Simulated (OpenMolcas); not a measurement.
# SiH3O (SMILES [O][SiH3]), step by step

Aim: a single-point energy (ROHF/STO-3G), then the energy (CASSCF(3,3)/STO-3G), then a single-point energy (CASPT2(3,3)/STO-3G), then the energy (SC-NEVPT2(3,3)/STO-3G), then a single-point energy (MRCI(3,3)/STO-3G) of SiH3O. 

The results are computed with OpenMolcas 26.06.

**1. The structure to begin with**

SiH3O: 5 atoms, total charge 0, spin state doublet. As SMILES, `[O][SiH3]`. The coordinates come from a GFN2-xTB relaxation.

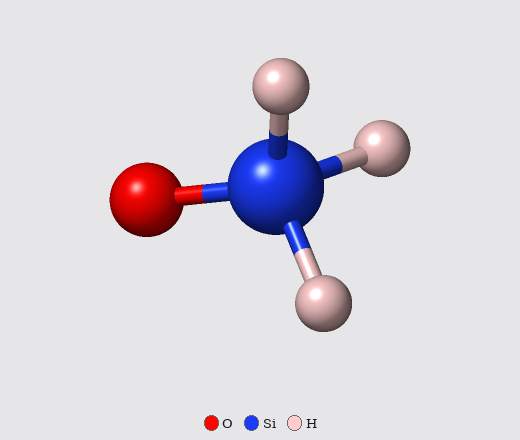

The structure, seen from a chosen angle (oxygen red, silicon blue, hydrogen pink).

**2. A single-point energy at ROHF/STO-3G (run 1)**

step1.inp reads:

```
* H3OSi Hartree-Fock

&GATEWAY
 BasLib
 $CurrDir
 Coord
 5
 bohr
 O     -2.67700493     0.50616314     1.30430787
 Si    -0.12443847     0.01481545     0.03754886
 H     -0.22799546    -0.45806961    -2.73535967
 H      1.29614425    -2.19068391     1.08268079
 H      1.73327570     2.12775603     0.31082215
 Basis
 STO-3G
 Group
 NoSym

&SEWARD

&SCF
 UHF
 Spin
 2
 Scramble
 0.25
 PrOrbitals
 1 1

&RASSCF
 FileOrb
 $Project.UnaOrb
 Spin
 2
 Nactel
 1 0 0
 Inactive
 12
 Ras2
 1
 OutOrbitals
 Canonical
 OrbListing
 Nothing
```

The basis set STO-3G is read from a file made from the Basis Set Exchange's data (not shown).

Command:

```
$ export MOLCAS_MEM=1860
$ pymolcas step1.inp > step1.log
```

Standard output:

```text
--- Start Module: gateway ---
[...]
--- Stop Module: gateway /rc=_RC_ALL_IS_WELL_ ---
[...]
      Basis functions           17
[...]
--- Start Module: scf ---
[...]
       Convergence after  29 Iterations
[...]
::    Total SCF energy                               -361.1309044445
[...]
      Total spin, S                                     0.5027896610
[...]
--- Stop Module: scf /rc=_RC_ALL_IS_WELL_ ---
--- Start Module: rasscf ---
[...]
      Number of active orbitals                  1
[...]
      Spin quantum number                      0.5
[...]
      Active orbitals                            1
[...]
      Number of CSFs                             1
[...]
      Number of root(s) required                 1
[...]
      Convergence after  7 iterations
[...]
      printout of CI-coefficients larger than  0.05 for root  1
      energy=    -361.129552
      conf/sym  1     Coeff  Weight
             1  u   1.00000 1.00000
      Natural orbitals and occupation numbers for root  1
      sym 1:   1.000000
      ************************************************************************************************************************
      *                                                    Final results                                                     *
[...]
::    RASSCF root number  1 Total energy:   -361.12955197
[...]
      Total electronic charge=   25.000000
      Total            charge=   -0.000000
[...]
      Dipole Moment (debye):
      Origin of the operator (angstrom)=   -0.4896    0.0899    0.2315
                   X=  4.8349E-01               Y= -4.9531E-02               Z= -1.3913E-01           Total=  5.0554E-01
      Quadrupole Moment (debye*angstrom):
[...]
--- Stop Module: rasscf /rc=_RC_ALL_IS_WELL_ ---
[...]
```

Wall time 2.6 s (1 thread of Arm Neoverse V1, shared host); peak memory 0.37 GiB.

**3. The energy at CASSCF(3,3)/STO-3G (run 2)**

step2.inp reads:

```
>>> EXPORT MOLCAS_PRINT=2

&GATEWAY
  BasLib
  $CurrDir
  Coord
  5
  bohr
  O     -2.67700493     0.50616314     1.30430787
  Si    -0.12443847     0.01481545     0.03754886
  H     -0.22799546    -0.45806961    -2.73535967
  H      1.29614425    -2.19068391     1.08268079
  H      1.73327570     2.12775603     0.31082215
  Basis
  STO-3G
  Group
  NoSym

&SEWARD

&RASSCF
  FileOrb
  $CurrDir/step1.RasOrb
  Spin
  2
  Nactel
  3 0 0
  Inactive
  11
  Ras2
  3
  OrbListing
  Nothing
  OrbAppear
  Compact
```

The basis set STO-3G is read from a file made from the Basis Set Exchange's data (not shown).

Command:

```
$ export MOLCAS_MEM=1860
$ pymolcas step2.inp > step2.log
```

Standard output:

```text
--- Start Module: gateway ---
[...]
--- Stop Module: gateway /rc=_RC_ALL_IS_WELL_ ---
--- Start Module: seward ---
[...]
      Basis functions           17
--- Stop Module: seward /rc=_RC_ALL_IS_WELL_ ---
--- Start Module: rasscf ---
[...]
      Number of active orbitals                  3
[...]
      Spin quantum number                      0.5
[...]
      Active orbitals                            3
[...]
      Number of CSFs                             8
[...]
      Number of root(s) required                 1
[...]
      Convergence after 35 iterations
[...]
      printout of CI-coefficients larger than  0.05 for root  1
      energy=    -361.146374
      conf/sym  111     Coeff  Weight
             1  2u0   0.99277 0.98559
             8  0u2   0.10672 0.01139
      Natural orbitals and occupation numbers for root  1
      sym 1:   1.973174   1.000502   0.026324
      ************************************************************************************************************************
      *                                                    Final results                                                     *
[...]
::    RASSCF root number  1 Total energy:   -361.14637392
[...]
      Total electronic charge=   25.000000
      Total            charge=   -0.000000
[...]
      Dipole Moment (debye):
      Origin of the operator (angstrom)=   -0.4896    0.0899    0.2315
                   X=  3.3376E-01               Y= -1.3731E-01               Z= -5.2840E-01           Total=  6.3989E-01
      Quadrupole Moment (debye*angstrom):
[...]
--- Stop Module: rasscf /rc=_RC_ALL_IS_WELL_ ---
[...]
```

It took 2.2 s on 1 thread of Arm Neoverse V1, shared host; peak memory 0.37 GiB.

**4. A single-point energy at CASPT2(3,3)/STO-3G (run 3)**

step3.inp reads:

```
* H3OSi CASPT2

&gateway
  baslib = $CurrDir
  coord
  5
  bohr
  O     -2.67700493     0.50616314     1.30430787
  Si    -0.12443847     0.01481545     0.03754886
  H     -0.22799546    -0.45806961    -2.73535967
  H      1.29614425    -2.19068391     1.08268079
  H      1.73327570     2.12775603     0.31082215
  basis = STO-3G
  group = NoSym

&seward

&rasscf
  fileorb = $CurrDir/step2.RasOrb
  spin = 2
  nactel = 3 0 0
  inactive = 11
  ras2 = 3
  orblisting = Nothing
  orbappear = Compact

&caspt2
  imaginary = 0.1
  frozen = 6
```

The basis set STO-3G is read from a file made from the Basis Set Exchange's data (not shown).

Command:

```
$ export MOLCAS_MEM=1860
$ pymolcas step3.inp > step3.log
```

Standard output:

```text
--- Start Module: gateway ---
[...]
--- Stop Module: gateway /rc=_RC_ALL_IS_WELL_ ---
[...]
      Basis functions           17
[...]
--- Start Module: rasscf ---
[...]
      Number of active orbitals                  3
[...]
      Spin quantum number                      0.5
[...]
      Active orbitals                            3
[...]
      Number of CSFs                             8
[...]
      Number of root(s) required                 1
[...]
      Convergence after  4 iterations
[...]
      printout of CI-coefficients larger than  0.05 for root  1
      energy=    -361.146374
      conf/sym  111     Coeff  Weight
             1  2u0   0.99277 0.98559
             8  0u2   0.10672 0.01139
      Natural orbitals and occupation numbers for root  1
      sym 1:   1.973174   1.000502   0.026324
      ************************************************************************************************************************
      *                                                    Final results                                                     *
[...]
::    RASSCF root number  1 Total energy:   -361.14637392
[...]
      Total electronic charge=   25.000000
      Total            charge=   -0.000000
[...]
      Dipole Moment (debye):
      Origin of the operator (angstrom)=   -0.4896    0.0899    0.2315
                   X=  3.3380E-01               Y= -1.3730E-01               Z= -5.2842E-01           Total=  6.3992E-01
      Quadrupole Moment (debye*angstrom):
[...]
--- Stop Module: rasscf /rc=_RC_ALL_IS_WELL_ ---
--- Start Module: caspt2 ---
[...]
      E2 (Variational):          -0.0442479491
      Total energy:            -361.1906218680
[...]
      Reference weight:           0.97891
[...]
::    CASPT2 Root  1     Total energy:   -361.19062187
[...]
--- Stop Module: caspt2 /rc=_RC_ALL_IS_WELL_ ---
[...]
```

Wall time 1.8 s (1 thread of Arm Neoverse V1, shared host); peak memory 0.37 GiB.

**5. The energy at SC-NEVPT2(3,3)/STO-3G (run 4)**

step4.inp reads:

```
&GATEWAY
 BasLib
 $CurrDir
 Coord
 5
 bohr
 O     -2.67700493     0.50616314     1.30430787
 Si    -0.12443847     0.01481545     0.03754886
 H     -0.22799546    -0.45806961    -2.73535967
 H      1.29614425    -2.19068391     1.08268079
 H      1.73327570     2.12775603     0.31082215
 Basis
 STO-3G
 Group
 NoSym

&SEWARD

&RASSCF
 FileOrb
 $CurrDir/step2.RasOrb
 Spin
 2
 Nactel
 3 0 0
 Inactive
 11
 Ras2
 3
 OrbListing
 Nothing
 OrbAppear
 Compact

&CASPT2
 SC-NEVPT2
 Frozen
 6
```

The basis set STO-3G is read from a file made from the Basis Set Exchange's data (not shown).

Command:

```
$ export MOLCAS_MEM=1860
$ pymolcas step4.inp > step4.log
```

Standard output:

```text
--- Start Module: gateway ---
[...]
--- Stop Module: gateway /rc=_RC_ALL_IS_WELL_ ---
[...]
      Basis functions           17
[...]
--- Start Module: rasscf ---
[...]
      Number of active orbitals                  3
[...]
      Spin quantum number                      0.5
[...]
      Active orbitals                            3
[...]
      Number of CSFs                             8
[...]
      Number of root(s) required                 1
[...]
      Convergence after  4 iterations
[...]
      printout of CI-coefficients larger than  0.05 for root  1
      energy=    -361.146374
      conf/sym  111     Coeff  Weight
             1  2u0   0.99277 0.98559
             8  0u2   0.10672 0.01139
      Natural orbitals and occupation numbers for root  1
      sym 1:   1.973174   1.000502   0.026324
      ************************************************************************************************************************
      *                                                    Final results                                                     *
[...]
::    RASSCF root number  1 Total energy:   -361.14637392
[...]
      Total electronic charge=   25.000000
      Total            charge=   -0.000000
[...]
      Dipole Moment (debye):
      Origin of the operator (angstrom)=   -0.4896    0.0899    0.2315
                   X=  3.3380E-01               Y= -1.3730E-01               Z= -5.2842E-01           Total=  6.3992E-01
      Quadrupole Moment (debye*angstrom):
[...]
--- Stop Module: rasscf /rc=_RC_ALL_IS_WELL_ ---
--- Start Module: caspt2 ---
[...]
      E2 (Variational):          -0.0435606386
[...]
      E2 (Variational):          -0.0434384081
      Total energy:            -361.1898123270
[...]
      Reference weight:           0.97966
[...]
::    SC-NEVPT2 Root  1     Total energy:   -361.18981233
[...]
--- Stop Module: caspt2 /rc=_RC_ALL_IS_WELL_ ---
[...]
```

It took 1.7 s on 1 thread of Arm Neoverse V1, shared host; peak memory 0.37 GiB.

**6. The energy at MRCI(3,3)/STO-3G (run 5)**

step5.input reads:

```
&GATEWAY
BasLib=$CurrDir
Coord
5
bohr
O     -2.67700493     0.50616314     1.30430787
Si    -0.12443847     0.01481545     0.03754886
H     -0.22799546    -0.45806961    -2.73535967
H      1.29614425    -2.19068391     1.08268079
H      1.73327570     2.12775603     0.31082215
Basis=STO-3G
Group=NoSym
&SEWARD
&RASSCF
FileOrb=$CurrDir/step2.RasOrb
Spin=2
Nactel=3 0 0
Inactive=11
Ras2=3
OrbListing=Nothing
OrbAppear=Compact
&MOTRA
LumOrb
Frozen=6
&GUGA
Electrons=13
Spin=2
Inactive=5
Active=3
CIAll=1
&MRCI
SDCI
```

The basis set STO-3G is read from a file made from the Basis Set Exchange's data (not shown).

Command:

```
$ export MOLCAS_MEM=1860
$ pymolcas step5.input > step5.log
```

Standard output:

```text
--- Start Module: gateway ---
[...]
--- Stop Module: gateway /rc=_RC_ALL_IS_WELL_ ---
[...]
      Basis functions           17
[...]
      Number of active orbitals                  3
[...]
      Spin quantum number                      0.5
[...]
      Active orbitals                            3
[...]
      Number of CSFs                             8
[...]
      Number of root(s) required                 1
[...]
      Convergence after  4 iterations
[...]
      printout of CI-coefficients larger than  0.05 for root  1
      energy=    -361.146374
      conf/sym  111     Coeff  Weight
             1  2u0   0.99277 0.98559
             8  0u2   0.10672 0.01139
      Natural orbitals and occupation numbers for root  1
      sym 1:   1.973174   1.000502   0.026324
      ************************************************************************************************************************
      *                                                    Final results                                                     *
[...]
::    RASSCF root number  1 Total energy:   -361.14637392
[...]
      Dipole Moment (debye):
      Origin of the operator (angstrom)=   -0.4896    0.0899    0.2315
                   X=  3.3380E-01               Y= -1.3730E-01               Z= -5.2842E-01           Total=  6.3992E-01
      Quadrupole Moment (debye*angstrom):
[...]
--- Start Module: guga ---
[...]
--- Start Module: mrci ---
[...]
       (But an ACPF correction will be computed)
       USE THE DEFAULT ACPF G-VALUE GFAC=  0.15384615384615385
[...]
                      CI ENERGY:  -361.20749967
[...]
                ACPF CORRECTION:    -0.00233509
[...]
      Total electronic charge=   25.000000
      Total            charge=   -0.000000
[...]
     ACPF CORRECTION:     -0.00233509
[...]
  CI State   1     Total energy:   -361.20749967     QDav:     -0.00277896     QACPF:     -0.00233509
[...]
```

Wall time 2 s (1 thread of Arm Neoverse V1, shared host); peak memory 0.37 GiB.

**7. Summary of results**

```
                         quantity                                                                value
 run 1, ROHF/STO-3G: total energy                                                        -361.12955 Eh
run 1, ROHF/STO-3G: dipole moment                                                               0.51 D
        run 2, CASSCF(3,3)/STO-3G  no result (a known fault or a wrong state: its values are left out)
        run 3, CASPT2(3,3)/STO-3G  no result (a known fault or a wrong state: its values are left out)
     run 4, SC-NEVPT2(3,3)/STO-3G  no result (a known fault or a wrong state: its values are left out)
          run 5, MRCI(3,3)/STO-3G  no result (a known fault or a wrong state: its values are left out)
```

4 of the 5 runs ended normally but are set aside, since settings or state are in doubt.
